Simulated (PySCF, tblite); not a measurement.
# C5H7O+: dynamics, then NMR shifts on frames, part 2 of 2

tblite 0.8.0 and PySCF 2.14.0. Atoms count from 0.

### 5 Shielding tensors: 625 fs, PBE0/pcSseg-1

The job: settings as JSON, then the geometry in Å.

```
{"job": {"kind": "nmr", "xc": "PBE0", "basis": "pcSseg-1", "pop": false}, "charge": 1, "multiplicity": 1}
O      2.452800     0.088600     0.864300
C      1.433100    -0.383100     1.033200
C      0.160800    -0.943000     1.238900
C     -0.702900    -0.384400     0.027900
C     -2.129300    -0.027800     0.248200
C     -1.178800     1.048800     0.199900
H     -0.293000    -0.679200     2.214000
H      0.175500    -2.030900     1.139900
H     -0.399500    -0.698300    -0.930200
H     -2.594400    -0.271400     1.219800
H     -2.859200    -0.192800    -0.512500
H     -1.269600     1.764500    -0.623900
H     -0.806500     1.537600     1.063900
```

With the program's defaults for keys left out, this is: GIAO PBE0/pcSseg-1 NMR shielding, non-relativistic, gas phase.

Output:

```text
coarse grid: 10856 points
cycle   1  E = -269.0945402465  dE =  1.369e+00  |g| = 7.413e-01  |ddm| = 3.166e+00
cycle   2  E = -268.6024609306  dE =  4.921e-01  |g| = 1.811e+00  |ddm| = 1.592e+00
cycle   3  E = -269.2143620464  dE = -6.119e-01  |g| = 1.961e-01  |ddm| = 9.467e-01
cycle   4  E = -269.2231236782  dE = -8.762e-03  |g| = 6.869e-02  |ddm| = 2.164e-01
cycle   5  E = -269.2240995948  dE = -9.759e-04  |g| = 1.403e-02  |ddm| = 5.121e-02
cycle   6  E = -269.2241399716  dE = -4.038e-05  |g| = 4.003e-03  |ddm| = 1.365e-02
cycle   7  E = -269.2241435160  dE = -3.544e-06  |g| = 1.134e-03  |ddm| = 3.590e-03
final grid: 104856 points
cycle   8  E = -269.2718485195  dE = -9.889e-06  |g| = 1.443e-02  |ddm| = 2.846e-02
cycle   9  E = -269.2716994992  dE =  1.490e-04  |g| = 3.186e-02  |ddm| = 2.288e-02
cycle  10  E = -269.2718881203  dE = -1.886e-04  |g| = 3.027e-03  |ddm| = 1.569e-02
cycle  11  E = -269.2718901230  dE = -2.003e-06  |g| = 2.428e-04  |ddm| = 2.188e-03
cycle  12  E = -269.2718901363  dE = -1.330e-08  |g| = 1.126e-04  |ddm| = 3.415e-04
cycle  13  E = -269.2718901394  dE = -3.116e-09  |g| = 2.673e-05  |ddm| = 1.068e-04
cycle  14  E = -269.2718901396  dE = -1.484e-10  |g| = 1.055e-05  |ddm| = 2.679e-05
converged SCF energy = -269.2718901396

GIAO shielding tensors (ppm)
atom      isotropic    diamagn.    paramagn.     s11        s22        s33       span
  0 O      -42.612     396.690    -439.303   -245.349   -181.267    298.779    544.127
  1 C       16.987     261.555    -244.568   -107.321   -105.103    263.386    370.708
  2 C      165.366     254.935     -89.569    146.515    162.849    186.735     40.220
  3 C      174.648     252.829     -78.181    140.559    151.156    232.229     91.670
  4 C      168.307     253.071     -84.764    127.234    182.428    195.259     68.024
  5 C      177.595     250.336     -72.741    138.747    182.881    211.159     72.412
  6 H       28.190      27.045       1.145     23.217     26.702     34.650     11.433
  7 H       26.974      26.400       0.575     21.575     24.996     34.353     12.778
  8 H       30.620      33.142      -2.522     23.342     27.768     40.749     17.407
  9 H       29.451      29.322       0.129     24.101     26.685     37.567     13.467
 10 H       29.670      29.444       0.226     24.332     24.963     39.715     15.383
 11 H       29.344      29.658      -0.314     23.653     24.994     39.385     15.732
 12 H       31.525      32.051      -0.526     25.825     29.021     39.729     13.904
```

It took 26 s on 1 thread of AMD EPYC, shared host; peak memory 0.66 GiB.

In short: δ C1 169.9, C2 21.6, C4 18.6, C3 12.3, H7 4.74, H6 3.53 ppm.

### 6 Nuclear shieldings: 800 fs, PBE0/pcSseg-1

The job: settings as JSON, then the geometry in Å.

```
{"job": {"kind": "nmr", "xc": "PBE0", "basis": "pcSseg-1", "pop": false}, "charge": 1, "multiplicity": 1}
O      2.430200    -0.429500     0.644700
C      1.383700    -0.443400     1.037900
C      0.045900    -0.521400     1.215100
C     -0.630900    -0.032800    -0.089100
C     -2.166300     0.100000     0.060800
C     -1.320200     1.301000    -0.082000
H     -0.335600     0.168500     1.959100
H     -0.257700    -1.615300     1.409100
H     -0.170000    -0.457000    -0.978500
H     -2.555000    -0.121800     1.039200
H     -2.867000    -0.236800    -0.757500
H     -1.329000     1.718400    -1.041800
H     -1.166200     2.103400     0.600900
```

Level: GIAO PBE0/pcSseg-1 NMR shielding, non-relativistic, gas phase.

Output:

```text
coarse grid: 10856 points
cycle   1  E = -269.1041360619  dE =  1.403e+00  |g| = 7.012e-01  |ddm| = 3.205e+00
cycle   2  E = -268.7136568384  dE =  3.905e-01  |g| = 1.637e+00  |ddm| = 1.576e+00
cycle   3  E = -269.2106192165  dE = -4.970e-01  |g| = 1.704e-01  |ddm| = 9.035e-01
cycle   4  E = -269.2171110027  dE = -6.492e-03  |g| = 6.572e-02  |ddm| = 2.074e-01
cycle   5  E = -269.2180448120  dE = -9.338e-04  |g| = 1.209e-02  |ddm| = 5.181e-02
cycle   6  E = -269.2180747112  dE = -2.990e-05  |g| = 3.592e-03  |ddm| = 1.175e-02
cycle   7  E = -269.2180776587  dE = -2.947e-06  |g| = 8.925e-04  |ddm| = 3.223e-03
final grid: 104856 points
cycle   8  E = -269.2656611607  dE = -1.174e-05  |g| = 1.395e-02  |ddm| = 2.886e-02
cycle   9  E = -269.2655330900  dE =  1.281e-04  |g| = 2.979e-02  |ddm| = 2.236e-02
cycle  10  E = -269.2656983189  dE = -1.652e-04  |g| = 2.749e-03  |ddm| = 1.521e-02
cycle  11  E = -269.2656999875  dE = -1.669e-06  |g| = 2.560e-04  |ddm| = 2.102e-03
cycle  12  E = -269.2657000029  dE = -1.542e-08  |g| = 1.113e-04  |ddm| = 3.865e-04
cycle  13  E = -269.2657000059  dE = -3.018e-09  |g| = 2.644e-05  |ddm| = 1.093e-04
cycle  14  E = -269.2657000061  dE = -1.403e-10  |g| = 9.768e-06  |ddm| = 2.625e-05
converged SCF energy = -269.2657000061

GIAO shielding tensors (ppm)
atom      isotropic    diamagn.    paramagn.     s11        s22        s33       span
  0 O      -23.184     397.097    -420.280   -208.768   -159.621    298.838    507.606
  1 C       23.722     263.900    -240.177   -102.822    -94.550    268.539    371.361
  2 C      169.809     256.030     -86.222    145.955    177.622    185.848     39.893
  3 C      161.555     252.183     -90.628    129.352    139.073    216.240     86.889
  4 C      164.662     253.762     -89.100    121.827    170.956    201.201     79.374
  5 C      173.821     250.751     -76.930    137.197    185.336    198.931     61.733
  6 H       28.886      28.818       0.068     23.266     28.560     34.831     11.565
  7 H       25.511      25.549      -0.038     19.449     24.595     32.491     13.042
  8 H       29.319      32.598      -3.278     22.572     27.890     37.496     14.924
  9 H       30.522      30.266       0.256     25.242     28.406     37.918     12.676
 10 H       27.997      27.798       0.199     22.775     23.769     37.445     14.670
 11 H       30.933      31.158      -0.225     25.218     26.255     41.325     16.107
 12 H       29.811      30.408      -0.597     25.230     26.691     37.513     12.283
```

It took 26 s on 1 thread of AMD EPYC, shared host; peak memory 0.66 GiB.

In short: δ C1 163.2, C3 25.4, C4 22.3, C2 17.1, H7 6.21, H10 3.72 ppm.

### 7 Nuclear shieldings: 1000 fs, PBE0/pcSseg-1

The job: settings as JSON, then the geometry in Å.

```
{"job": {"kind": "nmr", "xc": "PBE0", "basis": "pcSseg-1", "pop": false}, "charge": 1, "multiplicity": 1}
O      2.333700    -0.316200     0.649900
C      1.277200    -0.527000     0.922100
C      0.014900    -0.752500     1.297400
C     -0.961300    -0.548900     0.092000
C     -2.384900    -0.182300     0.461100
C     -1.447100     0.798100    -0.224000
H     -0.393900    -0.254800     2.192900
H      0.036400    -1.867200     1.615600
H     -0.824900    -1.250200    -0.753100
H     -2.536200    -0.021500     1.504100
H     -3.196900    -0.656000    -0.054800
H     -1.659100     1.025300    -1.309200
H     -1.120700     1.563000     0.436400
```

Level: GIAO PBE0/pcSseg-1 NMR shielding, non-relativistic, gas phase.

Output:

```text
coarse grid: 10856 points
cycle   1  E = -269.1100502007  dE =  1.408e+00  |g| = 6.940e-01  |ddm| = 3.180e+00
cycle   2  E = -268.7415422806  dE =  3.685e-01  |g| = 1.598e+00  |ddm| = 1.581e+00
cycle   3  E = -269.2140784854  dE = -4.725e-01  |g| = 1.639e-01  |ddm| = 9.055e-01
cycle   4  E = -269.2200411275  dE = -5.963e-03  |g| = 6.204e-02  |ddm| = 1.966e-01
cycle   5  E = -269.2208782674  dE = -8.371e-04  |g| = 1.078e-02  |ddm| = 4.877e-02
cycle   6  E = -269.2209013773  dE = -2.311e-05  |g| = 3.362e-03  |ddm| = 1.083e-02
cycle   7  E = -269.2209039562  dE = -2.579e-06  |g| = 7.501e-04  |ddm| = 2.932e-03
final grid: 104856 points
cycle   8  E = -269.2691291209  dE = -1.278e-05  |g| = 1.333e-02  |ddm| = 2.683e-02
cycle   9  E = -269.2690178878  dE =  1.112e-04  |g| = 2.796e-02  |ddm| = 2.121e-02
cycle  10  E = -269.2691628705  dE = -1.450e-04  |g| = 2.651e-03  |ddm| = 1.447e-02
cycle  11  E = -269.2691644207  dE = -1.550e-06  |g| = 2.178e-04  |ddm| = 2.090e-03
cycle  12  E = -269.2691644315  dE = -1.081e-08  |g| = 9.968e-05  |ddm| = 3.155e-04
cycle  13  E = -269.2691644339  dE = -2.400e-09  |g| = 2.261e-05  |ddm| = 9.013e-05
cycle  14  E = -269.2691644340  dE = -9.891e-11  |g| = 8.577e-06  |ddm| = 2.251e-05
converged SCF energy = -269.2691644340

GIAO shielding tensors (ppm)
atom      isotropic    diamagn.    paramagn.     s11        s22        s33       span
  0 O      -10.176     397.395    -407.571   -178.853   -155.568    303.892    482.746
  1 C       27.076     262.924    -235.849    -95.780    -88.656    265.663    361.443
  2 C      175.319     254.908     -79.589    157.736    170.348    197.874     40.139
  3 C      165.020     251.819     -86.799    137.370    151.098    206.591     69.221
  4 C      171.160     257.159     -85.999    122.704    177.466    213.310     90.605
  5 C      177.340     248.158     -70.818    148.149    177.887    205.984     57.834
  6 H       28.049      27.606       0.443     22.157     27.129     34.860     12.704
  7 H       25.868      24.088       1.780     20.708     23.993     32.902     12.194
  8 H       28.967      30.742      -1.775     22.113     26.844     37.944     15.831
  9 H       31.564      31.323       0.241     25.500     29.183     40.008     14.507
 10 H       29.793      29.547       0.246     24.179     25.251     39.949     15.770
 11 H       28.572      27.870       0.702     23.347     23.711     38.658     15.310
 12 H       31.054      30.756       0.298     25.991     27.738     39.435     13.444
```

Run time: 26 s. Hardware: 1 thread of AMD EPYC, shared host; peak memory 0.66 GiB.

This run: δ C1 159.8, C3 21.9, C4 15.8, C2 11.6, H7 5.85, H6 3.67 ppm.

### 8 Comparing the runs: NMR shifts

Shifts (ppm) of some atoms, chosen among heavy atoms and hydrogens apart, with basis size and wall time:

```csv
frame,C1,C4,C2,C3,H11,H9,O0,functions,time
250 fs,162.4,23.2,17.1,10.5,2.35,1.81,364.0,137,38 s
425 fs,162.7,20.5,14.4,28.7,1.22,1.38,353.9,137,26 s
625 fs,169.9,18.6,21.6,12.3,2.37,2.27,378.7,137,26 s
800 fs,163.2,22.3,17.1,25.4,0.78,1.20,359.3,137,26 s
1000 fs,159.8,15.8,11.6,21.9,3.15,0.15,346.3,137,26 s
```

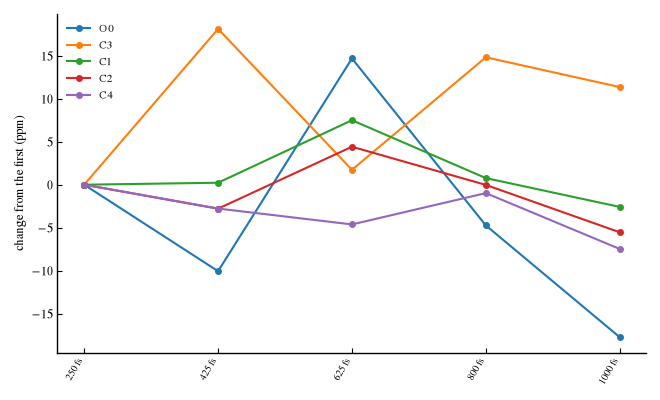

How five of the tabulated atoms move from run to run.

### 9 Results

This closing draws on all 2 parts.

| quantity | value |
| --- | --- |
| thermostat | 200 K |
| mean temperature, second half | 196 K |
| mean potential energy above the minimum | 0.30 eV |
| ¹³C shifts against TMS (PBE0/pcSseg-1, 250 fs) | 162.4, 23.2, 17.1, 14.2, 10.5 ppm |
| ¹H shifts against TMS (PBE0/pcSseg-1, 250 fs) | 5.35, 3.10, 2.35, 2.11, 2.10, 1.81, 1.53 ppm |
| ¹⁷O shifts against H2O (PBE0/pcSseg-1, 250 fs) | 364.0 ppm |
| range of the shift of O0 | 346.3 to 378.7 ppm |

**Reading.** In the second half the potential energy averages 0.30 eV above the minimum; equipartition over 33 harmonic modes at 200 K would give 0.28 eV. With 13 atoms the temperature swings widely (70 to 277 K). Shifts at one fixed geometry are not the observed spectrum, which averages over the motion. In the first frame run (250 fs): The widest tensor belongs to O0: span 446 ppm, with a paramagnetic part of -425 ppm. By nearest atom (PBE0/pcSseg-1), the HOMO sits on C4 36 %; C3, C5 about 17 % each and the LUMO on C1 50 %; O0 28 %. In ppm, O0 moves most: its shift spreads over 32.4 ppm, from 346.3 (1000 fs) to 378.7 (625 fs).
